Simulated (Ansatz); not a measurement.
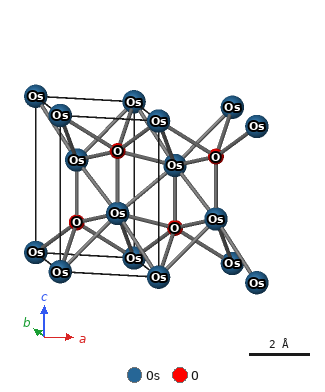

Solid Os3O2 (built on the A-type sesquioxide_164 type) (coarse preliminary run), before the relaxation. The picture is a ball-and-stick view of the cell of the calculation, repeated 2 × 1 × 1 with one cell outlined, seen slightly off an axis.

Case: anti-A-type sesquioxide type (P-3m1, No. 164).

Method: DFT PBE, scalar-relativistic, plane waves, PAW in Ansatz.

Input file:
```yaml
crystal:
  lattice:
    - [3.4181271082, 0.0, 0.0]
    - [-1.7090635541, 2.9601849091, 0.0]
    - [0.0, 0.0, 5.3180505516]
  atoms:
    - { symbol: Os, position: [0.0, 0.0, 0.0] }
    - { symbol: Os, position: [0.3333333333, 0.6666666667, 0.645] }
    - { symbol: Os, position: [0.6666666667, 0.3333333333, 0.355] }
    - { symbol: O, position: [0.3333333333, 0.6666666667, 0.245] }
    - { symbol: O, position: [0.6666666667, 0.3333333333, 0.755] }
basis:
  ecutwfc: 420
kpoints:
  mp_grid: { grid: [6, 6, 4] }
hamiltonian:
  xc: pbe
scf:
  occupations: { method: gaussian, width: 0.1 }
  lower_state_search: "off"
output:
  forces: true
  stress: true
  eigenvalues: true
relax:
  adjacent_minimum: "off"
  f_tol: 0.04
  max_steps: 70
  cell: { stress_tol: 0.4 }
```

Run as
```bash
ansatz run input.yaml --threads 1 --pin off --max-ram 2560MiB --backend cpu --events-out ev --progress --plain --runs-dir out
```

Predict the outcome.

Answer. The largest moves relative to the cell, 2.97 Å, are those of O4 and O5. O4 goes along +c. Largest moves by element: O 2.97 Å, Os 1.70 Å. The volume changes by +96.7 %, with a = b 3.418 → 4.060 Å (+18.8 %), c 5.318 → 7.412 Å (+39.4 %). Some distances before and after: Os2–Os3 2.505 → 6.017 Å, Os1–O4 2.365 → 5.331 Å, Os2–O5 2.058 → 4.509 Å, Os2–O4 2.127 → 1.690 Å. Bonds break: Os2–O5 (2.06 → 4.51 Å), Os2–Os3 (2.50 → 6.02 Å), Os3–O4 (2.06 → 4.51 Å). Bond angles that change, for instance: Os2–Os1–Os3 102.5° → 72.9°, Os2–Os1–Os2 77.5° → 107.1°, Os1–Os3–O5 133.7° → 111.7°. The space group stays P-3m1 (No. 164). After 29 accepted moves (35 points after the start) the energy has fallen by 1788 meV per atom. The largest force component goes from 2.2 to 0.032 eV/Å. The pressure goes from 59.40 to −0.20 GPa. The line search rejected the trial steps at points 11, 14, 21 of the run. The SCF was repeated 3 times at an unchanged geometry on a basis and grid sized afresh for the cell, which shifted the energy by 160 meV per atom at most. The run took 120 s on 1 thread of Arm Neoverse V1, on a shared host, peak memory 0.39 GiB.

The structure at the end:

```xyz
5
Lattice="4.0604 0.0000 0.0000 -2.0302 3.5164 0.0000 0.0000 0.0000 7.4124" Properties=species:S:1:pos:R:3 pbc="T T T"
Os   -2.0302    3.5164    7.4124
Os    0.0000    2.3443    6.4771
Os    2.0302    1.1721    0.9352
O     0.0000    2.3443    4.7875
O     2.0302    1.1721    2.6249
```

After the run, drawn alike:

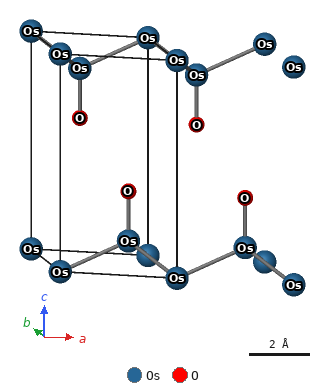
